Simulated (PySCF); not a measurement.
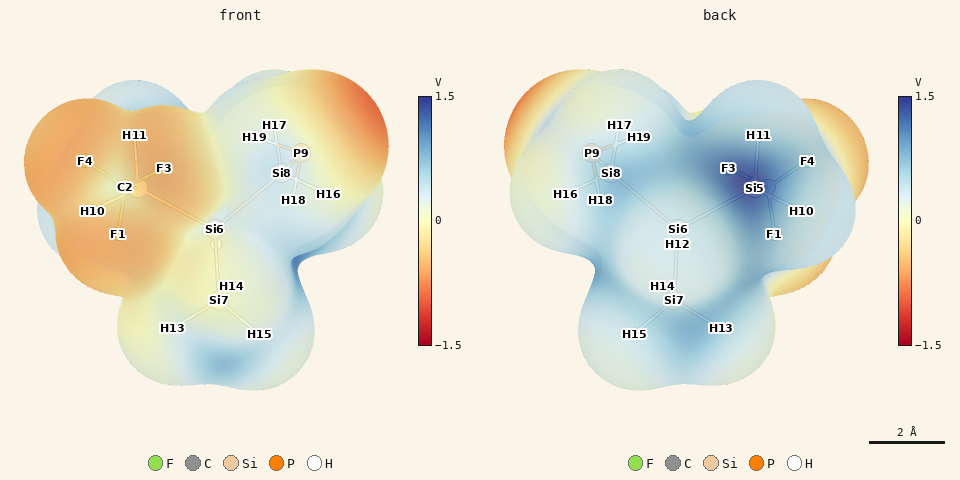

The picture shows: CH$_{10}$F$_{3}$PSi$_{4}$. The electrostatic potential painted on the density surface at 0.001 e/bohr³, seen from the front and from behind; red is negative and blue positive.

Geometry: GFN2-xTB.

The calculation used PySCF, PBE0/pcSseg-1, SCF density, gas phase, non-relativistic.

```xyz
19

F    -2.4329    0.4359    1.3043
C    -1.8775    1.4078    0.5418
F    -0.7368    1.7596    1.1882
F    -2.6955    2.4688    0.6307
Si   -1.5271    0.8014   -1.2765
Si    0.1017   -0.8474   -0.9849
Si   -0.3824   -2.2974    0.8010
Si    2.2614    0.0989   -0.9046
P     2.8942    0.9812    1.0507
H    -2.8900    0.4741   -1.7067
H    -1.1928    2.0711   -1.9308
H     0.0321   -1.5945   -2.2637
H    -1.8034   -2.6304    0.8748
H     0.0161   -1.6818    2.0672
H     0.3681   -3.5492    0.6687
H     3.2813   -0.9183   -1.1973
H     2.4583    1.1769   -1.8849
H     2.2936    0.0154    1.8381
H     1.8217    1.8373    1.1764
```

> Which sites attract a positive test charge, and which a negative one?

A positive charge is drawn to the negative regions and a negative charge to the positive ones. The most negative region (about −0.8 V) lies over P9, the most positive (about +1.3 V) over Si5.
